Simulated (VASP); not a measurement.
Band structure of Sc (hcp). Level of theory: PBE GGA, VASP's PBE PAW potentials (set 64) (plane waves; VASP).

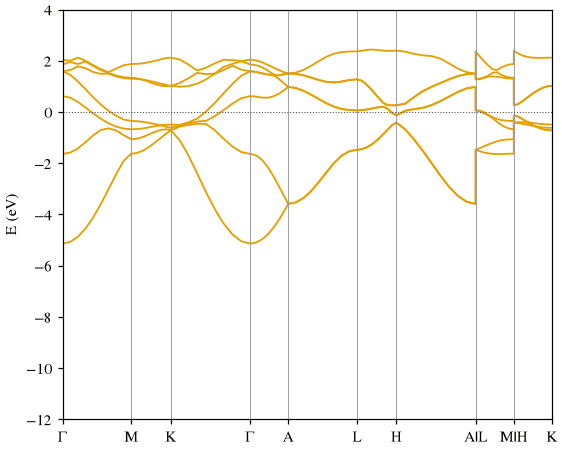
*Bands along high-symmetry lines, zero at the valence-band maximum or, without a gap, the Fermi level*

Question: Read the plot: is there a gap, and where are the band edges?

Answer: It has no gap at this level: it comes out as a metal or semimetal. (Edges off the drawn lines would not show.)

The compound is Sc in the hcp structure. It was relaxed first.
